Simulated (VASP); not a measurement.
Given:

```
CELL_PARAMETERS angstrom
      0.00000     2.05457     2.05457
      2.05457     0.00000     2.05457
      2.05457     2.05457     0.00000
ATOMIC_POSITIONS crystal
  Ti 0.00000 0.00000 0.00000
```

These are r2SCAN meta-GGA, VASP's PBE PAW potentials (set 64) (plane waves; VASP) values and carry that method's errors. Settings: 400 eV cut-off, 17×17×17 Γ-centred mesh, tetrahedra with Blöchl corrections, potentials Ti_sv.

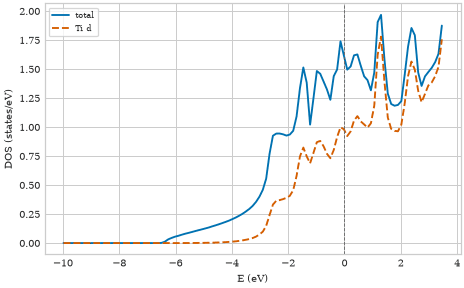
Total and projected density of states, zero at the Fermi level

Within 2 eV below the Fermi level the largest weight inside VASP's projection spheres is Ti d.

It has no gap at this level: it comes out as a metal or semimetal.

The structure comes from a computed database's Ti entry (Fm-3m); how it stands against other phases isn't given here. The cell was not relaxed at this level.
